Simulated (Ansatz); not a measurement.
H₆N₂Si···HCl···H₂O

```xyz
14

Si   -0.6373    0.3422   -0.8672
Cl    1.0655   -3.0336   -0.1856
H    -0.1987   -0.3534   -2.1044
H    -1.5788   -0.5018   -0.0901
N    -1.4736    1.8288   -1.1077
H     0.8917   -0.4546    1.4632
N     0.8198    0.6499    0.0726
H     1.0639   -2.2912    0.9638
O     0.9959   -1.2243    2.0893
H    -1.1835    2.4948   -1.8088
H    -2.4728    1.8643   -0.9725
H     1.6907    0.4144   -0.3895
H     0.8834    1.5972    0.4291
H     0.1337   -1.3328    2.5081
```

The calculation used RKS PBE0-D4/def2-mTZVP in Ansatz 0.2.0.

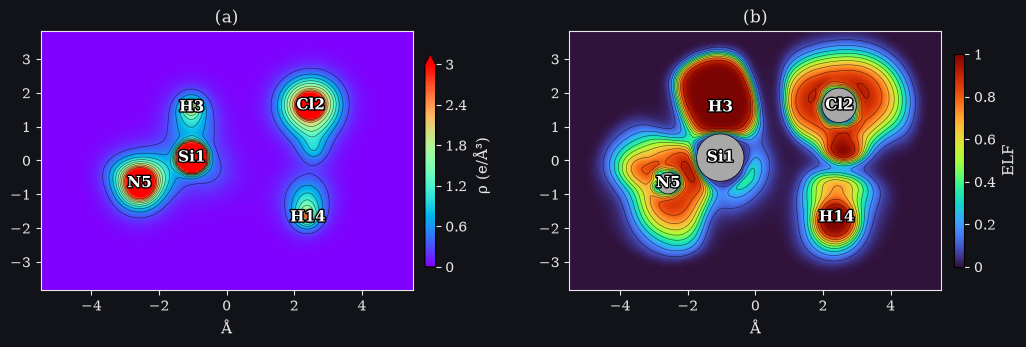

Figure 1. (a) total electron density; (b) electron localisation function on the plane of atoms H3, Si1 and N5. Grey discs cover the atomic cores in the ELF map.

> Read the bonding off the picture.

- The section cuts through Si, Cl, H and N sites.
- Si–N (1.72 Å): the density is about 1.1 e/Å³ at the midpoint; the ELF peaks at about 0.90 between the atoms (a polar covalent bond).
- Si–H (1.49 Å): the density is about 0.81 e/Å³ at the midpoint; the ELF climbs to about 1 towards the hydrogen, as it does in any bond to H.
- The ELF also peaks beside N5 and Cl2, away from the bonds: lone-pair regions.

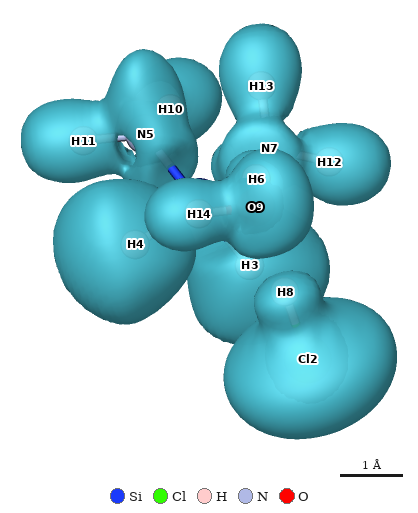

Figure 2. Isosurface of the ELF at 0.75 (cyan), seen at an oblique angle. Only the valence region is drawn (cores and ρ < 0.01 e/Å³ removed).

> What do the ELF domains correspond to?

The surface consists of two regions around hydrogen nuclei, one joined region spread over several atoms (Cl, H), in which their bonds and any lone pairs are merged, two joined regions spread over several atoms (H, N), in which their bonds and any lone pairs are merged and one joined region spread over several atoms (H, O), in which their bonds and any lone pairs are merged. Profiles from the grid: O9···H8 (1.55 Å): the ELF dips to about 0.30 between them.

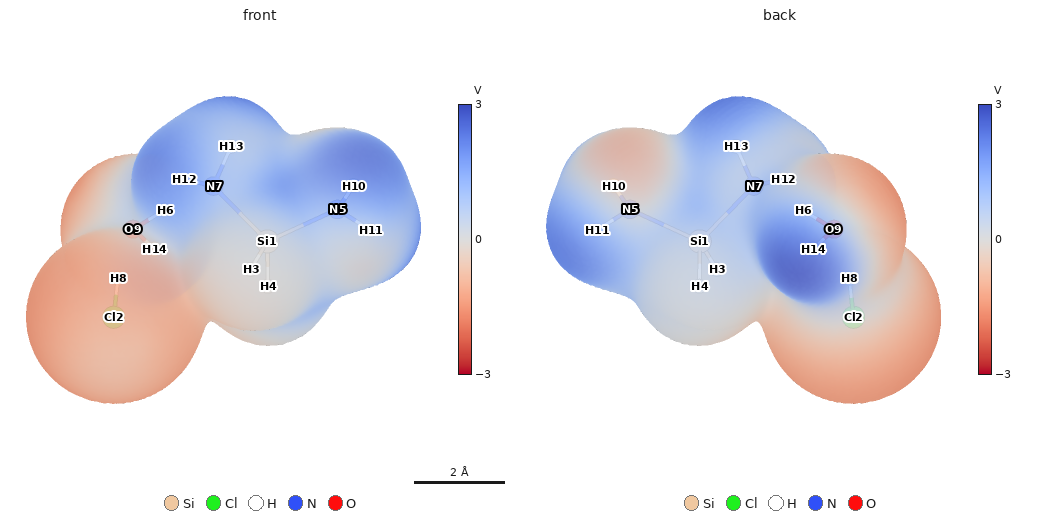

Figure 3. The molecular electrostatic potential painted on the density surface at 0.002 e/bohr³, seen from the front and from behind; the colour scale runs from red (negative) to blue (positive).

> Where is the surface potential most negative and most positive?

The most negative region (about −1.4 V, or −32 kcal/mol for a unit charge) lies over Cl2 and O9, the most positive (about +2.5 V, or +58 kcal/mol for a unit charge) over H14.

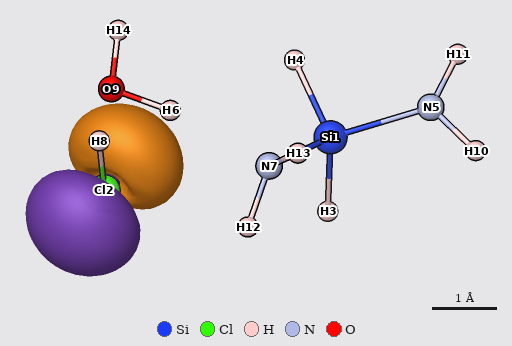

Figure 4. The HOMO−1 at ±0.2 Å⁻³ᐟ² (orange and purple are the two phases), seen from one side.

> Describe this orbital and give its energy.

By Hirshfeld shares it lies mainly on Cl2 (about 95 %); largely a lone pair of Cl2. Its energy is −8.04 eV.
